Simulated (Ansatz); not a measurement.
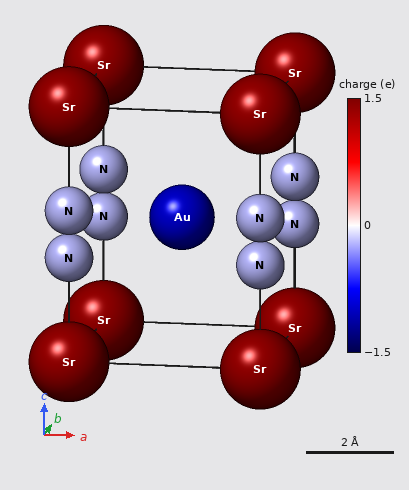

Spheres-only representation of a periodic structure, projected slightly off an axis. The edges of the simulation cell are marked. The atoms of this SrAuN2 cell are coloured by their Bader charge.

The numbers come from DFT PBE, scalar-relativistic, plane waves, PAW (Ansatz 0.2.0), using plane-wave cutoff 420 eV, k-points on a 10×10×8 grid, Gaussian smearing of 0.1 eV, no spin polarisation.

### What charges do the elements carry?

Most positive: Sr; most negative: Au. Charges: about Sr +1.3 e; Au -1.0 e; N -0.2 e.

It derives from a random cell made by a generator, so it need not be a real form of the compound. Earlier steps of the study may have refined or changed the cell and positions. An electronic-structure calculation with Ansatz was run on it.
